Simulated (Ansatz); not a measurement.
Geometry relaxation, with input and output: CH7AlFNSi (part 2 of 2)

CH7AlFNSi; RKS PBE0-D4/def2-SVP (Ansatz 0.2.0). It belongs to a series of runs on one base structure; here: end point B relaxed.

Geometry of the input (Å):
```
C  -1.2263  -1.5207  0.4465
Al 0.3667  -0.5748  1.0992
F  1.4772  -1.4570  2.1618
N  0.8089  1.2509  0.6059
Si 0.8316  1.3015  -1.1945
H  -0.9902  -2.3481  -0.1671
H  -1.8682  -1.7924  1.3012
H  -1.8158  -0.7548  -0.2038
H  -0.5122  0.6595  0.8242
H  1.1017  2.6935  -1.5714
H  -0.4559  0.8729  -1.7450
H  1.9387  0.4506  -1.6356
```

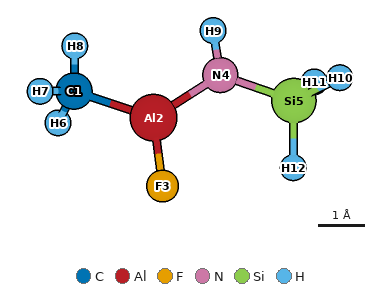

**Figure 1.** The geometry at step 14 of the log (ball-and-stick view, seen at a tilt; atoms are numbered from 1 in the order of the input).

Trajectory as extended XYZ, continued
```
12
Properties=species:S:1:pos:R:3:forces:R:3 step=6 energy=-19815.23293
C    -1.2759   -1.6434    0.6098   -0.4606  -0.3642  -0.1966
Al    0.3522   -0.7385    1.0363   -0.1715   0.3786   0.3269
F     1.4281   -1.4390    2.0878    0.2830  -0.0159  -0.0469
N     0.5155    0.9525    0.4289   -0.3712  -0.1678   0.2512
Si    0.8767    1.3486   -1.2187   -0.0516   0.3720  -0.0511
H    -1.0339   -2.4758   -0.0754   -0.0981  -0.0869   0.0420
H    -1.8588   -2.0667    1.4466    0.1995  -0.0138  -0.0284
H    -1.9459   -0.9721    0.0471    0.0354   0.0042   0.0099
H    -0.3594    1.4192    0.7278    0.5088  -0.0193  -0.1819
H     1.2404    2.7931   -1.3617    0.0283  -0.0206  -0.0729
H    -0.3016    1.0938   -2.1176    0.0829   0.0090  -0.0953
H     2.0189    0.5094   -1.6895    0.0151  -0.0752   0.0430
12
Properties=species:S:1:pos:R:3:forces:R:3 step=7 energy=-19815.34072
C    -1.3245   -1.7105    0.6473   -0.4051  -0.1615  -0.0108
Al    0.2808   -0.7097    0.9875   -0.0417   0.1777   0.1781
F     1.4566   -1.4412    1.9151    0.1219   0.1017  -0.1078
N     0.4415    0.9828    0.3828   -0.2854  -0.1317   0.2789
Si    0.9109    1.4053   -1.2288    0.0774   0.1116  -0.1078
H    -1.0660   -2.5644   -0.0033   -0.0616  -0.0620   0.0330
H    -1.8024   -2.1270    1.5558    0.1406   0.0430  -0.1703
H    -2.0788   -1.1103    0.1040    0.1276  -0.0867   0.1032
H    -0.3575    1.5340    0.7189    0.2391  -0.0052  -0.1228
H     1.3447    2.8361   -1.3411    0.0041  -0.0765  -0.0176
H    -0.1961    1.1899   -2.2290    0.1162   0.0509  -0.0102
H     2.0470    0.4961   -1.5881   -0.0330   0.0387  -0.0459
12
Properties=species:S:1:pos:R:3:forces:R:3 step=8 energy=-19815.39856
C    -1.3733   -1.7808    0.6938   -0.2508   0.0477   0.2070
Al    0.2086   -0.6889    0.9727    0.2631  -0.1952   0.1137
F     1.5151   -1.3933    1.7683   -0.3403   0.2565  -0.2600
N     0.3485    0.9962    0.3456   -0.0874  -0.0950   0.0313
Si    0.9558    1.4321   -1.2258   -0.0958   0.1451  -0.2262
H    -1.1092   -2.6410    0.0553    0.0066  -0.0154   0.0007
H    -1.7810   -2.2016    1.6375    0.0944   0.1103  -0.2584
H    -2.1787   -1.2191    0.1772    0.1970  -0.1468   0.1659
H    -0.3806    1.6233    0.6967    0.1367  -0.0423  -0.1503
H     1.4459    2.8487   -1.2931    0.0122  -0.0864   0.0875
H    -0.0744    1.3048   -2.3311    0.1440   0.0045   0.1837
H     2.0796    0.5007   -1.5757   -0.0796   0.0169   0.1051
12
Properties=species:S:1:pos:R:3:forces:R:3 step=9 energy=-19815.42450
C    -1.4186   -1.8470    0.7610   -0.1259   0.1761   0.2652
Al    0.1643   -0.6963    0.8712    0.3284  -0.2402   0.3430
F     1.5523   -1.3382    1.6029   -0.6011   0.2608  -0.3961
N     0.2573    0.9938    0.2493   -0.1112   0.0708  -0.0906
Si    1.0018    1.4940   -1.2494   -0.0035  -0.0846   0.0902
H    -1.1778   -2.7227    0.1342   -0.0080  -0.0080  -0.0054
H    -1.7326   -2.2474    1.7541    0.1308   0.1942  -0.4008
H    -2.2840   -1.3275    0.2934    0.2907  -0.1794   0.1949
H    -0.4420    1.6542    0.6006    0.0831  -0.1912  -0.1206
H     1.5791    2.8866   -1.1705   -0.1386  -0.2193  -0.0500
H     0.0452    1.4236   -2.4294    0.2631   0.1184   0.2276
H     2.1112    0.5081   -1.4961   -0.1079   0.1025  -0.0573
12
Properties=species:S:1:pos:R:3:forces:R:3 step=10 energy=-19815.47367
C    -1.4352   -1.8715    0.8158   -0.1291   0.1912   0.2935
Al    0.1308   -0.6960    0.8448    0.3344  -0.2312   0.1588
F     1.5717   -1.3180    1.4741   -0.5417   0.2089  -0.2853
N     0.1898    0.9815    0.1900   -0.1108   0.0124  -0.0696
Si    1.0490    1.5040   -1.2373   -0.0783   0.1395  -0.0401
H    -1.2215   -2.7386    0.1660    0.0079   0.0256   0.0285
H    -1.6793   -2.2787    1.8242    0.0867   0.1516  -0.3820
H    -2.3375   -1.3650    0.4104    0.2763  -0.1534   0.1521
H    -0.5532    1.6236    0.4805    0.1073  -0.1943  -0.1344
H     1.6218    2.8921   -1.0935   -0.0221  -0.2256   0.0204
H     0.1761    1.5455   -2.4788    0.1665  -0.0360   0.2412
H     2.1440    0.5022   -1.4748   -0.0970   0.1114   0.0170
12
Properties=species:S:1:pos:R:3:forces:R:3 step=11 energy=-19815.52988
C    -1.4480   -1.8675    0.8709    0.0314   0.0379   0.0844
Al    0.1339   -0.7217    0.7985    0.0767  -0.2210   0.1322
F     1.5848   -1.3473    1.3698   -0.2836   0.1344  -0.1933
N     0.1503    0.9393    0.1207   -0.0990   0.0626  -0.0759
Si    1.0787    1.5341   -1.2301    0.0020   0.0940  -0.0383
H    -1.2761   -2.7539    0.2294    0.0057   0.1042   0.0740
H    -1.6541   -2.2537    1.8888    0.0343   0.0970  -0.1914
H    -2.3554   -1.3622    0.4911    0.1294  -0.0626   0.0992
H    -0.6589    1.5248    0.3424    0.0878  -0.1538  -0.0963
H     1.6365    2.9119   -1.0004   -0.0233  -0.1372   0.0137
H     0.2656    1.6136   -2.5020    0.1002  -0.0176   0.1679
H     2.1989    0.5638   -1.4576   -0.0618   0.0621   0.0239
12
Properties=species:S:1:pos:R:3:forces:R:3 step=12 energy=-19815.57468
C    -1.4542   -1.8594    0.9201    0.0912   0.0101   0.0195
Al    0.1238   -0.7295    0.7822   -0.0176  -0.1395  -0.0951
F     1.6015   -1.3614    1.2396   -0.0681   0.0578  -0.0504
N     0.1042    0.9044    0.0533   -0.1530   0.1569   0.0001
Si    1.1095    1.5542   -1.2173   -0.1005  -0.0326   0.0815
H    -1.3011   -2.7447    0.2740    0.0056   0.0760   0.0588
H    -1.6313   -2.2406    1.9379   -0.0077   0.0046   0.0068
H    -2.3673   -1.3547    0.5689   -0.0046   0.0116   0.0337
H    -0.7579    1.4381    0.2027    0.1843  -0.1561  -0.1073
H     1.6534    2.9187   -0.9157   -0.0035  -0.0577   0.0148
H     0.3388    1.6617   -2.5029    0.0683   0.0331   0.0245
H     2.2367    0.5942   -1.4213    0.0055   0.0358   0.0131
12
Properties=species:S:1:pos:R:3:forces:R:3 step=13 energy=-19815.60872
C    -1.4667   -1.8597    0.9765    0.1055  -0.0019  -0.1019
Al    0.1172   -0.7706    0.7003   -0.0655  -0.0005   0.2089
F     1.6111   -1.3688    1.1433   -0.0192  -0.0059  -0.0991
N     0.0632    0.8627   -0.0190   -0.0712   0.1625  -0.2252
Si    1.1346    1.5781   -1.2040   -0.1617  -0.0047   0.0828
H    -1.3509   -2.7551    0.3397   -0.0661  -0.0199   0.0399
H    -1.6012   -2.2179    2.0081    0.0469   0.0166   0.0273
H    -2.3888   -1.3500    0.6592   -0.0169   0.0115   0.0119
H    -0.8429    1.3348    0.0567    0.2128  -0.1061  -0.0721
H     1.6617    2.9271   -0.8239   -0.0145  -0.0205   0.0665
H     0.4351    1.7553   -2.5221    0.0397  -0.0147   0.0419
H     2.2838    0.6454   -1.3935    0.0103  -0.0164   0.0192
12
Properties=species:S:1:pos:R:3:forces:R:3 step=14 energy=-19815.63989
C    -1.4735   -1.8606    1.0337    0.0605   0.0010  -0.0109
Al    0.0959   -0.7720    0.6771    0.0621  -0.1036  -0.0730
F     1.6247   -1.3828    0.9777   -0.1557   0.0714  -0.0185
N     0.0044    0.8249   -0.1180   -0.0503   0.1853  -0.2040
Si    1.1573    1.5981   -1.1950   -0.1895  -0.0392   0.1672
H    -1.4018   -2.7643    0.4002   -0.0153   0.0335   0.0672
H    -1.5527   -2.2059    2.0770    0.0189   0.0140  -0.0273
H    -2.4106   -1.3487    0.7630    0.0160   0.0074   0.0349
H    -0.9252    1.2586   -0.1070    0.3080  -0.0902  -0.0555
H     1.6563    2.9258   -0.6963   -0.0844  -0.0799  -0.0272
H     0.5517    1.8239   -2.5555    0.0551   0.0069   0.1323
H     2.3295    0.6840   -1.3356   -0.0256  -0.0066   0.0147
12
Properties=species:S:1:pos:R:3:forces:R:3 step=15 energy=-19815.66095
C    -1.4829   -1.8655    1.0906    0.0170  -0.1041  -0.0189
Al    0.0712   -0.8149    0.5668    0.0097  -0.0353   0.0486
F     1.6165   -1.4052    0.8256   -0.1693   0.0414  -0.0366
N    -0.0406    0.7706   -0.2486    0.1178   0.1926  -0.2182
Si    1.1946    1.6246   -1.1769   -0.4465  -0.0409   0.1920
H    -1.4889   -2.8045    0.4988    0.0020   0.1475   0.1612
H    -1.4737   -2.1538    2.1602    0.0281   0.0490  -0.2167
H    -2.4354   -1.3477    0.8815    0.0944  -0.0157   0.0416
H    -0.9777    1.1867   -0.2805    0.3409  -0.0745  -0.0436
H     1.5977    2.9431   -0.5592   -0.0512  -0.2127  -0.0872
H     0.6887    1.9179   -2.5660    0.0840   0.0009   0.1409
H     2.3867    0.7297   -1.2709   -0.0269   0.0519   0.0370
12
Properties=species:S:1:pos:R:3:forces:R:3 step=16 energy=-19815.67750
C    -1.4813   -1.8616    1.1059   -0.0043  -0.0673  -0.0167
Al    0.0606   -0.8309    0.5269   -0.1060  -0.0446   0.0383
F     1.5993   -1.4278    0.7627    0.0287  -0.0276  -0.0034
N    -0.0551    0.7436   -0.2992    0.1506   0.2324  -0.2330
Si    1.1892    1.6308   -1.1731   -0.2546  -0.1746   0.2174
H    -1.5221   -2.8125    0.5398    0.0120   0.1055   0.0962
H    -1.4294   -2.1277    2.1773    0.0103   0.0252  -0.1162
H    -2.4342   -1.3353    0.9293    0.0518  -0.0112   0.0243
H    -0.9880    1.1591   -0.3407    0.1751  -0.0338  -0.0266
H     1.5640    2.9240   -0.5162   -0.0491   0.0151  -0.0039
H     0.7474    1.9504   -2.5702    0.0063  -0.0052   0.0388
H     2.4057    0.7689   -1.2209   -0.0206  -0.0138  -0.0151
12
Properties=species:S:1:pos:R:3:forces:R:3 step=17 energy=-19815.68931
C    -1.4825   -1.8492    1.1193   -0.0079   0.0044   0.0279
Al    0.0593   -0.8609    0.4861   -0.0464  -0.0120  -0.0046
F     1.5884   -1.4963    0.6856    0.0127   0.0020  -0.0090
N    -0.0480    0.7118   -0.3474    0.0408  -0.0216   0.0037
Si    1.1888    1.6360   -1.1565    0.0321   0.0176  -0.0133
H    -1.5543   -2.8143    0.5900   -0.0042   0.0038   0.0043
H    -1.4017   -2.0841    2.1936    0.0119   0.0078  -0.0189
H    -2.4294   -1.3097    0.9611    0.0063  -0.0019  -0.0026
H    -0.9745    1.1318   -0.3928   -0.0106  -0.0081  -0.0035
H     1.4819    2.9394   -0.4771   -0.0150   0.0021   0.0022
H     0.7912    1.9586   -2.5651    0.0034   0.0023   0.0052
H     2.4370    0.8181   -1.1756   -0.0231   0.0037   0.0084
12
Properties=species:S:1:pos:R:3:forces:R:3 step=18 energy=-19815.69175
C    -1.4851   -1.8449    1.1308   -0.0107  -0.0053   0.0031
Al    0.0529   -0.8813    0.4568    0.0327   0.0022  -0.0069
F     1.5841   -1.5229    0.6218   -0.0075  -0.0216   0.0037
N    -0.0453    0.6938   -0.3708   -0.0304   0.0034  -0.0002
Si    1.1937    1.6412   -1.1484    0.0050   0.0302  -0.0140
H    -1.5803   -2.8180    0.6211   -0.0006  -0.0020   0.0048
H    -1.3820   -2.0597    2.2067    0.0037  -0.0004   0.0030
H    -2.4281   -1.2962    0.9831   -0.0031   0.0029   0.0025
H    -0.9739    1.1101   -0.4192    0.0119  -0.0039  -0.0058
H     1.4368    2.9493   -0.4582   -0.0048   0.0000   0.0005
H     0.8266    1.9604   -2.5658    0.0043   0.0016   0.0001
H     2.4566    0.8493   -1.1365   -0.0006  -0.0070   0.0092
12
Properties=species:S:1:pos:R:3:forces:R:3 step=19 energy=-19815.69333
C    -1.4859   -1.8365    1.1460   -0.0041  -0.0155   0.0111
Al    0.0501   -0.9070    0.4190    0.0610  -0.0086  -0.0191
F     1.5737   -1.5797    0.5362   -0.0438  -0.0030   0.0094
N    -0.0437    0.6711   -0.4042   -0.0235   0.0110   0.0043
Si    1.1962    1.6522   -1.1380    0.0314   0.0170  -0.0051
H    -1.6127   -2.8193    0.6616    0.0056   0.0154   0.0092
H    -1.3536   -2.0295    2.2236   -0.0010  -0.0007  -0.0134
H    -2.4239   -1.2745    1.0167    0.0042   0.0004  -0.0010
H    -0.9741    1.0820   -0.4590   -0.0102   0.0008   0.0046
H     1.3725    2.9673   -0.4362   -0.0071  -0.0320  -0.0229
H     0.8778    1.9615   -2.5704    0.0077   0.0014   0.0195
H     2.4796    0.8936   -1.0739   -0.0200   0.0139   0.0033
12
Properties=species:S:1:pos:R:3:forces:R:3 step=20 energy=-19815.69355
C    -1.4849   -1.8335    1.1500   -0.0007  -0.0154  -0.0124
Al    0.0489   -0.9186    0.3989    0.0259   0.0147   0.0334
F     1.5672   -1.6019    0.5134   -0.0209  -0.0048  -0.0093
N    -0.0443    0.6653   -0.4137    0.0032  -0.0005  -0.0075
Si    1.1976    1.6545   -1.1339   -0.0004   0.0136  -0.0097
H    -1.6221   -2.8196    0.6758   -0.0027   0.0081   0.0075
H    -1.3412   -2.0183    2.2275    0.0052   0.0028  -0.0101
H    -2.4211   -1.2671    1.0270    0.0023  -0.0016  -0.0026
H    -0.9747    1.0762   -0.4675   -0.0119  -0.0006   0.0064
H     1.3488    2.9730   -0.4363    0.0051  -0.0135   0.0058
H     0.8961    1.9634   -2.5690    0.0073  -0.0108  -0.0051
H     2.4860    0.9076   -1.0509   -0.0124   0.0080   0.0035
12
Properties=species:S:1:pos:R:3:forces:R:3 step=21 energy=-19815.69387
C    -1.4838   -1.8320    1.1510    0.0082   0.0043   0.0009
Al    0.0506   -0.9169    0.4001   -0.0124  -0.0126  -0.0107
F     1.5623   -1.6163    0.4954   -0.0011   0.0070   0.0009
N    -0.0454    0.6660   -0.4144    0.0122   0.0062   0.0017
Si    1.1964    1.6561   -1.1339   -0.0050  -0.0038   0.0042
H    -1.6239   -2.8172    0.6762    0.0036   0.0052   0.0001
H    -1.3364   -2.0184    2.2275   -0.0033  -0.0012  -0.0004
H    -2.4193   -1.2638    1.0317    0.0001  -0.0007   0.0001
H    -0.9757    1.0781   -0.4635   -0.0074  -0.0050   0.0066
H     1.3362    2.9771   -0.4405    0.0036   0.0056   0.0014
H     0.9084    1.9523   -2.5740    0.0002  -0.0029  -0.0072
H     2.4868    0.9162   -1.0343    0.0013  -0.0019   0.0024
```

Summary

| quantity | value |
| --- | --- |
| outcome | converged |
| total energy | −19815.6939 eV |
| mean-field energy | −19815.4949 eV |
| largest force (length of the vector) at the end | 0.021 eV/Å |
| hardware | 2 threads of Intel Xeon (Sapphire Rapids), 16 GiB of memory available, shared host |
| wall time | 61 s (CPU time 1.9 min) |
| peak memory | 0.27 GiB |
